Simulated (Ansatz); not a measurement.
Input file:

```
crystal:
  periodic: [false, false, false]
  atoms:
    - {symbol: La, position_ang: [-0.004057, -0.000972, 0.312046]}
    - {symbol: Br, position_ang: [2.723955, -0.025477, -0.068636]}
    - {symbol: Br, position_ang: [-1.337698, 2.371234, -0.114054]}
    - {symbol: Br, position_ang: [-1.382200, -2.344775, -0.129357]}
basis:
  gaussian: {orbitals: def2-TZVP, initial_orbitals: start.molden}
hamiltonian: {xc: pbe0, dispersion: d4}
scf: {omitted_lower_state_checks: [starts]}
output: {orbitals: {seedname: orbitals}}
```

Run with:

```sh
ansatz run in.yaml --threads 4 --pin off --events-out ev --progress --plain --max-ram 3916MiB
```

Geometry: PBE0-D4/def2-SVP; core potentials replace the inner electrons of La.

Theory: Ansatz, RKS PBE0-D4/def2-TZVP.

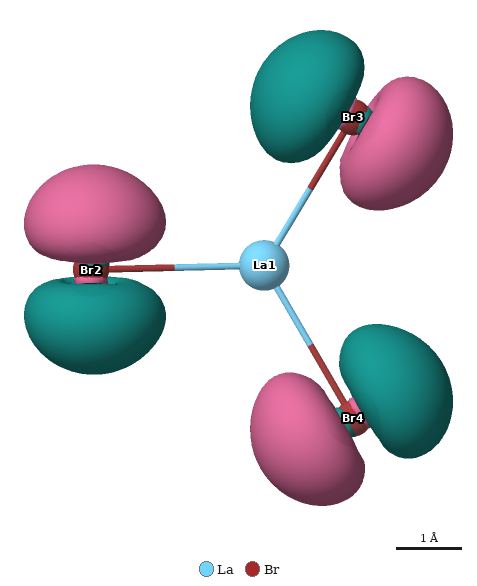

Br₃La. The HOMO at ±0.1 Å⁻³ᐟ² (teal and pink are the two phases), seen across its widest extent.

### Where does this orbital lie, and at what energy?

Its weight (Hirshfeld) is mainly on Br2 (about 30 %), Br3 (about 30 %) and Br4 (about 30 %); largely a combination of lone pairs on Br2, Br3 and Br4. Its energy is −8.37 eV.
